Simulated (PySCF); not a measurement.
C2H6O3Si (SMILES C=C[Si](O)(O)O)

Input

```
{"job": {"kind": "nmr", "xc": "PBE0", "basis": "pcSseg-2"}, "charge": 0, "multiplicity": 1}
O      0.600170    -1.330448    -1.537476
Si     0.571173    -0.381219    -0.183667
O      2.111670     0.199835     0.014183
O      0.182106    -1.250443     1.180311
C     -0.686994     0.953161    -0.418127
C     -1.682821     1.145641     0.454899
H      1.461940    -1.707897    -1.740781
H      2.372605     0.400904     0.917495
H     -0.250610    -2.095159     1.027720
H     -0.609746     1.619420    -1.286874
H     -1.792151     0.502600     1.335242
H     -2.424958     1.942396     0.331567
```

Launched as:

```sh
OMP_NUM_THREADS=1 python cluster_run.py task.json out
```

Geometry: PBE0-D3(BJ)/def2-SVP.

Method: PBE0/pcSseg-2, SCF density, gas phase, non-relativistic (PySCF).

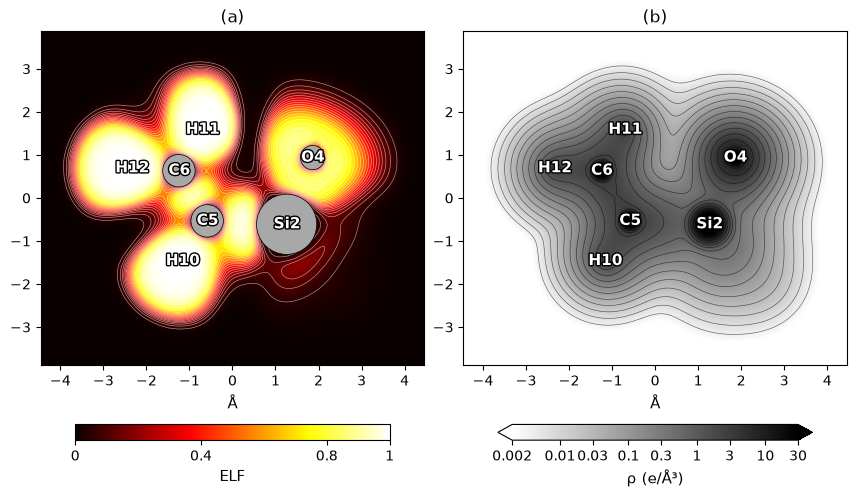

Figure 1. (a) electron localisation function; (b) total electron density on the plane of atoms C5, C6 and H11. Grey discs cover the atomic cores in the ELF map.

What do the fields say about this system?

Answer. The plane passes through Si, O, C and H nuclei.
C–C (1.34 Å): ρ is about 2.3 e/Å³ halfway; the ELF peaks at about 0.90 between the atoms: a multiple bond.
Si–O (1.66 Å): ρ at the midpoint is about 1.2 e/Å³; the ELF peaks at about 0.85 between the atoms: a polar covalent bond.
C–Si (1.85 Å): ρ at the midpoint is about 1 e/Å³; the ELF peaks at about 0.95 between the atoms, as expected for a shared electron pair.
C–H (1.10 Å): the density is about 2 e/Å³ at the midpoint; the ELF climbs to about 1 towards the hydrogen, as it does in any bond to H (a covalent bond by its length).
The ELF also peaks beside O4, away from the bonds: lone-pair regions.

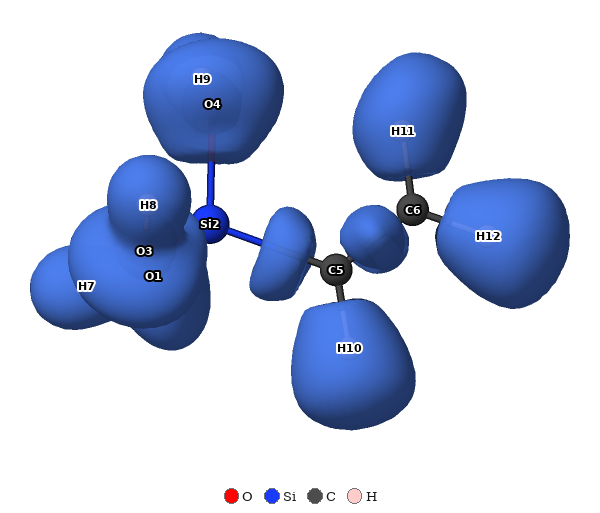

Figure 2. Isosurface of the electron localisation function at 0.75 (blue), seen at a tilt. Core shells and regions of very low density are left out.

Describe the localisation domains.

Answer. The surface consists of one region between bonded C–C atoms (shared pairs), one region between bonded C–Si atoms (shared pairs), three regions around hydrogen nuclei and three joined regions spread over several atoms (H, O), in which their bonds and any lone pairs are merged.


 Si–O (1.65 Å): the ELF peaks at about 0.85 between the atoms, as expected for a polar covalent bond.

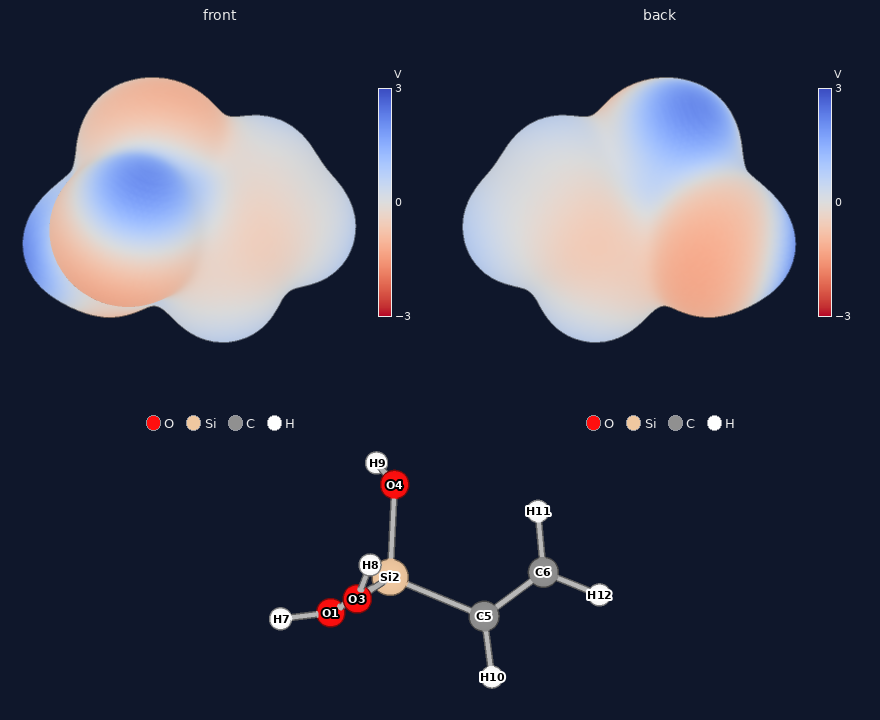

Figure 3. The molecular electrostatic potential painted on the density surface at 0.001 e/bohr³, seen from the front and from behind; the colour scale runs from red (negative) to blue (positive). The bare structure is drawn below in the same view.

Where is the surface potential most negative and most positive?

Answer. The most negative region (about −1.2 V) lies over O1, the most positive (about +2.0 V) over H7, H8 and H9. O1 is the likeliest acceptor of a hydrogen bond.
